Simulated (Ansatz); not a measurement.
**Phonon calculation of C2H2FSi**

The run: phonon calculation of C2H2FSi, multiplicity 2. Method and program: UKS PBE0-D4/def2-SVP (Ansatz 0.2.0).

It belongs to a series of runs on one base structure; here: vibrations at the highest image of the band. Figures and captions count atoms from 1; the log counts them from 0 in places.

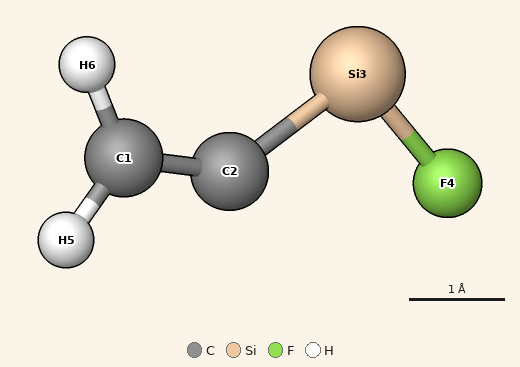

*The structure (ball-and-stick view, seen at a tilt; atoms are numbered from 1 in the order of the input).*

Bond lengths as drawn: C–C 1.32 Å, C–H 1.10 Å, C–Si 1.85 Å and F–Si 1.64 Å.

Input
```yaml
crystal:
  periodic: [false, false, false]
  atoms:
    - { symbol: C, position_ang: [-0.031315, 1.118164, 0.355151] }
    - { symbol: C, position_ang: [0.108978, -0.18645, 0.181853] }
    - { symbol: Si, position_ang: [-0.222875, -1.496838, -1.085469] }
    - { symbol: F, position_ang: [0.3298, -2.835924, -0.32549] }
    - { symbol: H, position_ang: [0.288535, 1.619849, 1.281832] }
    - { symbol: H, position_ang: [-0.473133, 1.781187, -0.407876] }
magnetization:
  spin_polarized: true
  initial_magnetization: 1
basis:
  gaussian: { orbitals: def2-SVP }
hamiltonian:
  xc: pbe0
  dispersion: d4
phonons: {}
```

Hardware: 1 thread of Arm Neoverse N1, 98 GiB of memory available, shared host.

Command:
```bash
ansatz run input.yaml --threads 1 --pin off --max-ram 2048MiB --backend cpu --events-out ev --progress --plain --runs-dir out
```

Log
```
Engine: ansatz 0.2.0, aarch64-unknown-linux-gnu
Functional definition: PBE0
  parameter a = 0.25
  parameter kappa = 0.804
  parameter beta = 0.06672455060314922
  exchange = (1 - a)*pbe_x(kappa = kappa, mu = beta*pi^2/3) + a*exact_x
  correlation = pbe_c(beta = beta)
754 factors; integrals over basis functions are off by at most 2.8e-4 eV
mean field evaluation 1: about -12675.9604 eV, gradient 3.7e1 eV
mean field evaluation 2: about -12637.1789 eV, gradient 7.8e1 eV
mean field evaluation 4: about -12683.5608 eV, gradient 8.6e0 eV
mean field evaluation 8: about -12683.9272 eV, gradient 2.1e-1 eV
mean field evaluation 16: about -12683.9415 eV, gradient 2.7e-3 eV
mean field -12683.94154717 eV, -466.1262543742 hartree, gradient 1.9e-5 eV, S^2 0.765332; 2 other end points of the search recorded, 0 dependent functions left out
the calculation of the forces begins
reference -12683.94157022 eV, -466.1262552212 hartree; 19, 18 occupied and 51, 52 virtual orbitals, 754 factors
these checks for a lower state are left out or cut short: stability, starts, cluster_reference, orbital_swaps, neighbouring_geometries, increment
754 factors; integrals over basis functions are off by at most 2.8e-4 eV
mean field evaluation 32: about -12683.9415 eV, gradient 6.1e-5 eV
mean field -12683.94148633 eV, -466.1262521382 hartree, gradient 2.4e-6 eV, S^2 0.765312; 0 other end points of the search recorded, 0 dependent functions left out
[... from here on the field's lines of each further geometry are left out, up to the last ...]
the calculation of the forces begins
reference -12683.94151552 eV, -466.1262532108 hartree; 19, 18 occupied and 51, 52 virtual orbitals, 754 factors
these checks for a lower state are left out or cut short: stability, starts, cluster_reference, orbital_swaps, neighbouring_geometries, increment
754 factors; integrals over basis functions are off by at most 2.8e-4 eV
mean field -12683.94149127 eV, -466.1262523199 hartree, gradient 2.3e-6 eV, S^2 0.765331; 0 other end points of the search recorded, 0 dependent functions left out
the calculation of the forces begins
reference -12683.94151432 eV, -466.1262531669 hartree; 19, 18 occupied and 51, 52 virtual orbitals, 754 factors
WARN: phonons: modes at or below zero, which the zero-point energy, F, S and C_V leave out: 1, the lowest at -323.66 cm⁻¹. A minimum has none, and a first-order saddle one
Total energy: -12684.03423826 eV, -466.1296607089 hartree
Atom 0 at    -0.031315     1.118164     0.355151 Å, force    -0.001430    -0.001343     0.002202 eV/Å
Atom 1 at     0.108978    -0.186450     0.181853 Å, force     0.001253     0.001937    -0.000744 eV/Å
Atom 2 at    -0.222875    -1.496838    -1.085469 Å, force    -0.000737    -0.000350    -0.001630 eV/Å
Atom 3 at     0.329800    -2.835924    -0.325490 Å, force     0.000203    -0.000982     0.000987 eV/Å
Atom 4 at     0.288535     1.619849     1.281832 Å, force     0.000247     0.000349    -0.000453 eV/Å
Atom 5 at    -0.473133     1.781187    -0.407876 Å, force     0.000465     0.000389    -0.000362 eV/Å
Dipole moment:    -0.091722     0.452673    -0.038196 e Å
Vibrations: -323.66 129.50 194.03 317.69 616.49 860.40 938.64 961.97 1376.37 1689.32 3067.79 3150.05 cm⁻¹, zero-point energy 0.824635 eV
```

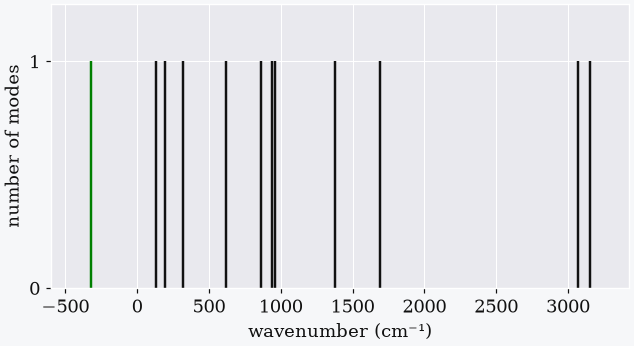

*Harmonic vibrational wavenumbers from the force constants; neighbouring modes closer than 16 cm⁻¹ are counted in one stick, and imaginary ones are drawn at negative wavenumbers.*

12 modes from 324i to 3150 cm⁻¹, 1 imaginary beyond 8i (324i cm⁻¹): a first-order saddle point, if the geometry is stationary.

Key numbers

- outcome: converged
- total energy: −12684.0342 eV
- mean-field energy: −12683.9416 eV
- ⟨S²⟩: 0.765
- largest force (length of the vector): 0.003 eV/Å
- wall time: 2.1 min
- peak memory: 0.16 GiB
